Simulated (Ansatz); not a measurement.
# A computed series for SnTe: pressure series

Consider SnTe in the rock salt structure (space group Fm-3m, No. 225; a = 6.409 Å).

Cell and atoms are relaxed at each pressure.

Levels (all Ansatz, a program for electronic structure, PAW, earlier PAW set): PBE (420 eV, no SOC); r2SCAN (500 eV, no spin-orbit coupling).

The base cell above is that of PBE; each level relaxes its own structures.

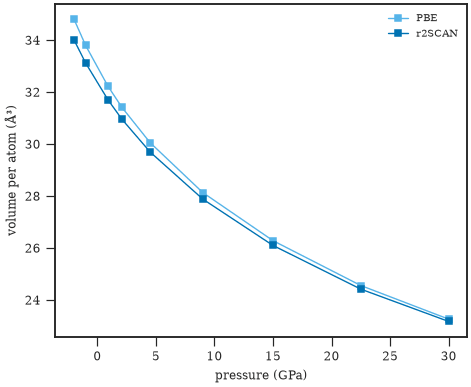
*Volume per atom under two levels*

How do the two levels compare along the series?

PBE lies above r2SCAN in every row, by 0.09 Å³ to 0.79 Å³. They put the cases in the same order.

Load acts through the strain it causes; cell and atoms are relaxed under it. Stability against distortions was not tested. No other phases were tried under pressure. The final runs are not spin-polarised.
